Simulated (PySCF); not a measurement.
# C7H7BN2: the cost of one run

Programs: PySCF 2.14.0, with routines of our own; each step states its level. All values are computed. Atoms count from 0.

## 1. The starting structure

17 atoms, charge 0, multiplicity 1; geometry from: GFN2-xTB.

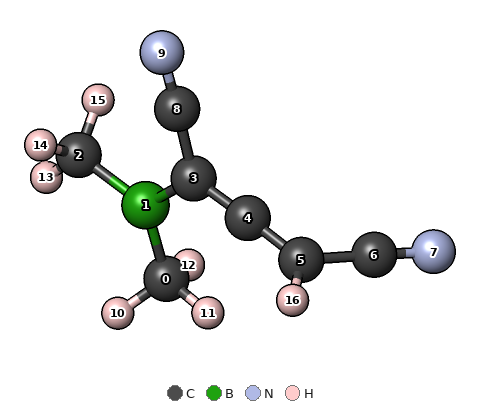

The starting geometry (carbon dark grey, boron green, nitrogen light blue, hydrogen pink).

## 2. Relaxing the molecule at PBE0-D3(BJ)/def2-SVP

Job settings and geometry (Å):

```
{"job": {"xc": "PBE0", "basis": "def2-SVP", "d3": "d3bj", "grid": 2, "kind": "geom"}, "charge": 0, "multiplicity": 1}
C     -1.251752    -1.301997    -0.413148
B     -0.999200     0.178562     0.042691
C     -2.156057     1.230086     0.176697
C      0.468266     0.660791     0.357983
C      1.496504    -0.147665     0.358259
C      2.480218    -1.002872     0.333299
C      3.204792    -1.270029    -0.846381
N      3.795173    -1.505558    -1.799365
C      0.682091     2.027489     0.665464
N      0.814681     3.137168     0.917326
H     -2.095890    -1.746756     0.111544
H     -0.397759    -1.966910    -0.306381
H     -1.530316    -1.306370    -1.468088
H     -3.146405     0.826749    -0.018851
H     -2.168213     1.679792     1.170071
H     -1.996617     2.064242    -0.508118
H      2.793487    -1.544695     1.217087
```

Command:

```bash
> OMP_NUM_THREADS=1 python excited_run.py task.json out
```

The driver reads the jobs from task.json and runs them one after another.

**Question.** How long does this first job take on 1 thread of Arm Neoverse V1, shared host, and how much memory does it need?

About 75 s, with a peak of 0.8 GiB.
